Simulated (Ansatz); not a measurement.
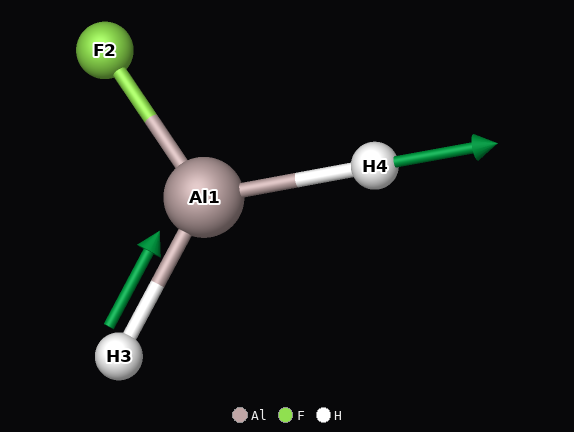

The arrows show one normal mode. Harmonic vibrations computed with RKS PBE0-D4/def2-TZVP (Ansatz 0.2.0) at a stationary point of the same level.

Q: Describe the motion.

A: Mostly out-of-phase stretching of 2 Al–H bonds.

Q: At what wavenumber does it lie?

A: 1976 cm⁻¹; it is mode 6 of 6 counted from the lowest.
